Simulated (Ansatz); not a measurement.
## Run report: AlNH₆S, geometry relaxation (part 2 of 2)

Continued. System: AlNH₆S. Method: RKS PBE0-D4/def2-TZVP (Ansatz 0.2.0). The geometry is a transition state displaced along its imaginary mode. The reaction was set up to form Al1–N6 and S2–H5 and to break Al1–S2 and H5–N6 (atoms counted from 1 in the order of the input); sticks are drawn by distance alone.

Geometry of the input (Å):
```
Al -0.8273  -0.1807  -0.5756
S  1.0366  1.6716  -0.4852
H  -0.3120  -0.9804  -1.8639
H  -2.1219  0.7420  -0.5940
H  0.9986  0.8990  0.5845
N  -0.2397  -0.7730  1.0278
H  1.9501  0.8866  -1.0760
H  0.2846  -1.6302  1.1087
H  -0.7690  -0.6347  1.8737
```

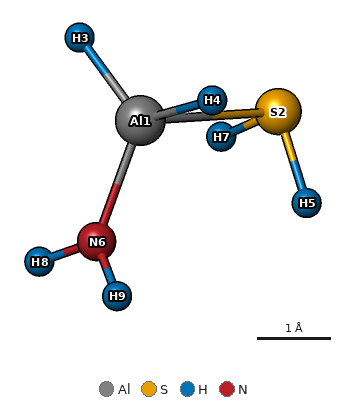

Fig. 1: The geometry at step 16 of the log (ball-and-stick view, seen at a tilt; atoms are numbered from 1 in the order of the input).

Trajectory as extended XYZ, continued
```
9
Properties=species:S:1:pos:R:3:forces:R:3 step=7 energy=-19013.46832
Al   -0.8245   -0.2335   -0.5458   -0.0029  -0.0105   0.0269
S     1.0059    1.6886   -0.6322    0.0163  -0.0245   0.0195
H    -0.3125   -0.9856   -1.8526    0.0088   0.0103  -0.0105
H    -2.0708    0.7556   -0.5462    0.0088   0.0070   0.0001
H     1.3227    1.3671    0.6360   -0.0149   0.0202  -0.0424
N    -0.3919   -0.9624    1.0339   -0.0343   0.0185   0.0575
H     1.9843    0.9167   -1.1341   -0.0079   0.0001   0.0088
H     0.1646   -1.7943    1.1482   -0.0119   0.0190   0.0008
H    -0.8777   -0.7521    1.8928    0.0381  -0.0401  -0.0607
9
Properties=species:S:1:pos:R:3:forces:R:3 step=8 energy=-19013.46982
Al   -0.8178   -0.2232   -0.5406   -0.0267  -0.0568   0.0032
S     0.9950    1.6617   -0.6640    0.0413   0.0447  -0.0204
H    -0.3154   -0.9700   -1.8574   -0.0099   0.0129   0.0092
H    -2.0525    0.7790   -0.5315   -0.0177   0.0039   0.0018
H     1.2969    1.4385    0.6263   -0.0040   0.0134   0.0109
N    -0.3965   -0.9742    1.0309    0.0142   0.0011   0.0094
H     1.9841    0.8621   -1.0940    0.0137  -0.0086   0.0019
H     0.1850   -1.7895    1.1357   -0.0091  -0.0073  -0.0009
H    -0.8789   -0.7844    1.8945   -0.0020  -0.0033  -0.0151
9
Properties=species:S:1:pos:R:3:forces:R:3 step=9 energy=-19013.47061
Al   -0.8206   -0.2281   -0.5336   -0.0431  -0.0181  -0.0178
S     1.0037    1.6584   -0.6976    0.1391  -0.0627   0.1979
H    -0.3270   -0.9628   -1.8607   -0.0036   0.0134   0.0143
H    -2.0446    0.7889   -0.5153   -0.0069  -0.0059   0.0052
H     1.3036    1.5402    0.6170   -0.0568   0.0238  -0.2448
N    -0.4148   -1.0037    1.0266    0.1000  -0.0684  -0.0157
H     1.9983    0.8281   -1.0633   -0.0494   0.0566   0.0444
H     0.1831   -1.8087    1.1305   -0.0427   0.0363  -0.0196
H    -0.8819   -0.8122    1.8964   -0.0366   0.0249   0.0362
9
Properties=species:S:1:pos:R:3:forces:R:3 step=10 energy=-19013.47193
Al   -0.8356   -0.2248   -0.5300    0.0483  -0.0444  -0.0247
S     1.0179    1.6380   -0.7222    0.1092  -0.0235   0.1310
H    -0.3408   -0.9510   -1.8607   -0.0339  -0.0109   0.0039
H    -2.0630    0.7877   -0.5009    0.0136   0.0108   0.0073
H     1.2713    1.5630    0.6010   -0.0251   0.0250  -0.1413
N    -0.3990   -0.9932    1.0276    0.0553  -0.0483  -0.0671
H     2.0401    0.8144   -1.0248   -0.1031   0.0408   0.0340
H     0.1870   -1.8080    1.1150   -0.0144   0.0142  -0.0148
H    -0.8780   -0.8261    1.8951   -0.0499   0.0362   0.0717
9
Properties=species:S:1:pos:R:3:forces:R:3 step=11 energy=-19013.47681
Al   -0.8278   -0.2319   -0.5357   -0.0052   0.0060   0.0281
S     1.0322    1.6294   -0.7478   -0.0575   0.0203  -0.0566
H    -0.3786   -0.9579   -1.8804    0.0038  -0.0069  -0.0029
H    -2.0343    0.8033   -0.4726   -0.0039   0.0152  -0.0063
H     1.2291    1.6654    0.5797    0.0254  -0.0109   0.0214
N    -0.3919   -1.0146    1.0138    0.0196  -0.0217  -0.0164
H     2.0410    0.7667   -0.9463    0.0232  -0.0123   0.0389
H     0.1805   -1.8387    1.0999   -0.0126   0.0091   0.0030
H    -0.8504   -0.8215    1.8895    0.0071   0.0013  -0.0093
9
Properties=species:S:1:pos:R:3:forces:R:3 step=12 energy=-19013.47358 accepted=F
Al   -0.8305   -0.2413   -0.5398   -0.0121   0.0805   0.0465
S     1.0426    1.6005   -0.7920    0.2609  -0.1832   0.3123
H    -0.4323   -0.9677   -1.9006    0.0112   0.0016   0.0054
H    -1.9988    0.8371   -0.4383   -0.0106  -0.0201  -0.0149
H     1.1678    1.8150    0.5442   -0.0170  -0.1041  -0.3976
N    -0.3777   -1.0410    0.9947   -0.0294  -0.0088   0.0542
H     2.0595    0.7029   -0.8198   -0.2399   0.2564   0.0624
H     0.1743   -1.8802    1.0685   -0.0239   0.0178   0.0172
H    -0.8051   -0.8253    1.8832    0.0607  -0.0401  -0.0855
9
Properties=species:S:1:pos:R:3:forces:R:3 step=13 energy=-19013.47837
Al   -0.8349   -0.2328   -0.5355    0.0248   0.0200  -0.0328
S     1.0287    1.6139   -0.7705    0.0627  -0.0389   0.0352
H    -0.4026   -0.9684   -1.8818   -0.0143   0.0054  -0.0018
H    -2.0223    0.8271   -0.4680    0.0043  -0.0173   0.0088
H     1.1978    1.7191    0.5583   -0.0501   0.0426   0.0045
N    -0.3769   -1.0235    1.0015   -0.0202  -0.0043   0.0297
H     2.0474    0.7432   -0.8673   -0.0119   0.0003  -0.0467
H     0.1717   -1.8643    1.0764   -0.0052   0.0045  -0.0043
H    -0.8089   -0.8142    1.8868    0.0099  -0.0123   0.0074
9
Properties=species:S:1:pos:R:3:forces:R:3 step=14 energy=-19013.47902
Al   -0.8260   -0.2303   -0.5344   -0.0272  -0.0126  -0.0356
S     1.0476    1.5998   -0.8032    0.1646  -0.1361   0.2228
H    -0.4363   -0.9689   -1.8923    0.0064   0.0119   0.0078
H    -2.0058    0.8374   -0.4420    0.0246   0.0022   0.0050
H     1.1489    1.7984    0.5296   -0.0258  -0.0055  -0.2011
N    -0.3742   -1.0437    0.9928   -0.0414   0.0434   0.0889
H     2.0712    0.7182   -0.7986   -0.1487   0.1291  -0.0132
H     0.1593   -1.8950    1.0618   -0.0125   0.0213   0.0072
H    -0.7848   -0.8158    1.8862    0.0599  -0.0539  -0.0818
9
Properties=species:S:1:pos:R:3:forces:R:3 step=15 energy=-19013.48089
Al   -0.8334   -0.2369   -0.5366    0.0161   0.0197   0.0101
S     1.0435    1.5885   -0.7972    0.0697  -0.0341   0.0731
H    -0.4355   -0.9678   -1.8957   -0.0033   0.0041   0.0036
H    -2.0034    0.8400   -0.4404    0.0039  -0.0075  -0.0032
H     1.1594    1.8179    0.5249   -0.0226  -0.0149  -0.0909
N    -0.3755   -1.0450    0.9919   -0.0430   0.0189   0.0520
H     2.0689    0.7169   -0.7933   -0.0532   0.0445   0.0027
H     0.1611   -1.8940    1.0609   -0.0069   0.0073   0.0047
H    -0.7852   -0.8195    1.8855    0.0394  -0.0381  -0.0521
9
Properties=species:S:1:pos:R:3:forces:R:3 step=16 energy=-19013.48144
Al   -0.8284   -0.2313   -0.5294    0.0170   0.0056  -0.0131
S     1.0507    1.5859   -0.8132   -0.0574   0.0161  -0.0334
H    -0.4269   -0.9552   -1.8907   -0.0138  -0.0141  -0.0014
H    -1.9936    0.8498   -0.4323   -0.0029  -0.0042   0.0031
H     1.1391    1.8264    0.5038    0.0121   0.0215   0.0433
N    -0.3776   -1.0509    0.9953   -0.0176   0.0242  -0.0063
H     2.0649    0.7093   -0.7817    0.0491  -0.0350   0.0092
H     0.1609   -1.8988    1.0593    0.0020  -0.0033  -0.0030
H    -0.7892   -0.8352    1.8888    0.0115  -0.0108   0.0016
9
Properties=species:S:1:pos:R:3:forces:R:3 step=17 energy=-19013.48271
Al   -0.8303   -0.2320   -0.5307    0.0028   0.0031  -0.0049
S     1.0560    1.5707   -0.8219   -0.0028   0.0003  -0.0013
H    -0.4538   -0.9685   -1.8924   -0.0010  -0.0007  -0.0020
H    -1.9835    0.8614   -0.4279   -0.0040   0.0026   0.0017
H     1.1216    1.8707    0.4859   -0.0007   0.0044  -0.0029
N    -0.3772   -1.0574    0.9892    0.0050  -0.0118   0.0105
H     2.0802    0.7062   -0.7355    0.0026  -0.0039   0.0057
H     0.1550   -1.9105    1.0418   -0.0039   0.0042  -0.0034
H    -0.7682   -0.8405    1.8914    0.0021   0.0018  -0.0034
9
Properties=species:S:1:pos:R:3:forces:R:3 step=18 energy=-19013.48241 accepted=F
Al   -0.8306   -0.2311   -0.5290   -0.0141   0.0090   0.0033
S     1.0677    1.5478   -0.8437    0.1131  -0.0378   0.1626
H    -0.4824   -0.9749   -1.8945    0.0050   0.0062   0.0012
H    -1.9647    0.8815   -0.4144   -0.0064  -0.0001  -0.0002
H     1.0887    1.9490    0.4448   -0.0032  -0.0576  -0.1587
N    -0.3751   -1.0715    0.9814    0.0300  -0.0468   0.0197
H     2.0886    0.6868   -0.6562   -0.1045   0.0929  -0.0109
H     0.1454   -1.9332    1.0166   -0.0135   0.0186  -0.0049
H    -0.7378   -0.8542    1.8951   -0.0064   0.0158  -0.0123
9
Properties=species:S:1:pos:R:3:forces:R:3 step=19 energy=-19013.48315
Al   -0.8304   -0.2300   -0.5312   -0.0127  -0.0056   0.0096
S     1.0662    1.5586   -0.8331   -0.0006  -0.0008   0.0084
H    -0.4668   -0.9679   -1.8960   -0.0014   0.0019   0.0031
H    -1.9826    0.8654   -0.4182    0.0173   0.0018  -0.0051
H     1.1024    1.9064    0.4642    0.0003   0.0028  -0.0082
N    -0.3731   -1.0627    0.9841    0.0026   0.0049  -0.0136
H     2.0841    0.6935   -0.6902   -0.0079   0.0009   0.0023
H     0.1465   -1.9235    1.0286    0.0090  -0.0091  -0.0004
H    -0.7465   -0.8397    1.8919   -0.0066   0.0032   0.0038
9
Properties=species:S:1:pos:R:3:forces:R:3 step=20 energy=-19013.48317
Al   -0.8296   -0.2294   -0.5308   -0.0244   0.0080   0.0215
S     1.0739    1.5468   -0.8458    0.0597  -0.0363   0.0849
H    -0.4818   -0.9697   -1.8986    0.0019   0.0046   0.0060
H    -1.9694    0.8790   -0.4100    0.0132  -0.0101  -0.0048
H     1.0818    1.9551    0.4373    0.0000  -0.0302  -0.0793
N    -0.3684   -1.0710    0.9788    0.0065   0.0031  -0.0207
H     2.0767    0.6730   -0.6369   -0.0549   0.0610  -0.0075
H     0.1429   -1.9374    1.0137    0.0048  -0.0054   0.0009
H    -0.7262   -0.8463    1.8924   -0.0068   0.0052  -0.0009
9
Properties=species:S:1:pos:R:3:forces:R:3 step=21 energy=-19013.48341
Al   -0.8345   -0.2309   -0.5292    0.0168   0.0029   0.0139
S     1.0721    1.5412   -0.8453    0.0278  -0.0012   0.0263
H    -0.4806   -0.9675   -1.8969   -0.0096  -0.0040   0.0004
H    -1.9696    0.8812   -0.4101    0.0033  -0.0067  -0.0018
H     1.0823    1.9489    0.4356   -0.0003  -0.0084  -0.0252
N    -0.3699   -1.0706    0.9802    0.0019  -0.0080  -0.0224
H     2.0869    0.6828   -0.6425   -0.0299   0.0183  -0.0024
H     0.1459   -1.9344    1.0155    0.0012  -0.0033  -0.0030
H    -0.7327   -0.8505    1.8926   -0.0112   0.0103   0.0141
9
Properties=species:S:1:pos:R:3:forces:R:3 step=22 energy=-19013.48357
Al   -0.8314   -0.2301   -0.5293   -0.0007  -0.0014  -0.0001
S     1.0757    1.5425   -0.8469   -0.0005   0.0000  -0.0024
H    -0.4870   -0.9700   -1.8973    0.0011   0.0002  -0.0031
H    -1.9656    0.8817   -0.4079   -0.0011   0.0025   0.0005
H     1.0781    1.9538    0.4318   -0.0003   0.0000   0.0004
N    -0.3685   -1.0724    0.9784    0.0003   0.0006   0.0037
H     2.0838    0.6807   -0.6337    0.0004   0.0005   0.0014
H     0.1459   -1.9370    1.0143   -0.0021  -0.0002   0.0021
H    -0.7311   -0.8491    1.8907    0.0028  -0.0021  -0.0025
9
Properties=species:S:1:pos:R:3:forces:R:3 step=23 energy=-19013.48359
Al   -0.8310   -0.2301   -0.5290   -0.0009  -0.0023  -0.0036
S     1.0775    1.5406   -0.8494    0.0022  -0.0012   0.0079
H    -0.4894   -0.9699   -1.8979    0.0001  -0.0005  -0.0013
H    -1.9634    0.8835   -0.4060   -0.0002   0.0027   0.0005
H     1.0731    1.9589    0.4274    0.0012  -0.0012  -0.0066
N    -0.3677   -1.0738    0.9778   -0.0001   0.0015   0.0049
H     2.0850    0.6804   -0.6263   -0.0039   0.0034   0.0001
H     0.1433   -1.9405    1.0125   -0.0017   0.0011   0.0023
H    -0.7274   -0.8489    1.8909    0.0032  -0.0034  -0.0041
9
Properties=species:S:1:pos:R:3:forces:R:3 step=24 energy=-19013.48359
Al   -0.8312   -0.2310   -0.5291    0.0007   0.0015  -0.0020
S     1.0783    1.5384   -0.8508    0.0053  -0.0010   0.0074
H    -0.4926   -0.9709   -1.8988    0.0001   0.0001   0.0005
H    -1.9608    0.8853   -0.4043   -0.0013   0.0010   0.0000
H     1.0706    1.9667    0.4227   -0.0012  -0.0029  -0.0073
N    -0.3667   -1.0754    0.9769   -0.0010  -0.0005   0.0044
H     2.0854    0.6802   -0.6179   -0.0039   0.0033  -0.0012
H     0.1406   -1.9444    1.0108   -0.0013   0.0022   0.0021
H    -0.7237   -0.8489    1.8906    0.0029  -0.0039  -0.0038
9
Properties=species:S:1:pos:R:3:forces:R:3 step=25 energy=-19013.48360
Al   -0.8310   -0.2308   -0.5288    0.0014   0.0007  -0.0032
S     1.0787    1.5382   -0.8515    0.0013  -0.0003   0.0032
H    -0.4925   -0.9705   -1.8986   -0.0006  -0.0006   0.0003
H    -1.9602    0.8860   -0.4039   -0.0013   0.0006   0.0004
H     1.0694    1.9666    0.4217   -0.0003  -0.0003  -0.0022
N    -0.3667   -1.0756    0.9770   -0.0007   0.0001   0.0020
H     2.0856    0.6803   -0.6175   -0.0008   0.0006  -0.0005
H     0.1406   -1.9445    1.0108   -0.0009   0.0016   0.0013
H    -0.7240   -0.8496    1.8907    0.0018  -0.0025  -0.0011
```

Results in brief

- outcome: converged
- total energy: −19013.4836 eV
- mean-field energy: −19013.3506 eV
- dispersion energy: −0.1330 eV
- SCF solution under orbital rotations: stable
- largest force (length of the vector) at the end: 0.004 eV/Å
- dipole moment: 3.39 D
- hardware: 2 threads of Arm Neoverse V1, 23 GiB of memory available, shared host
- wall time: 67 s (CPU time 2.1 min)
- peak memory: 0.28 GiB
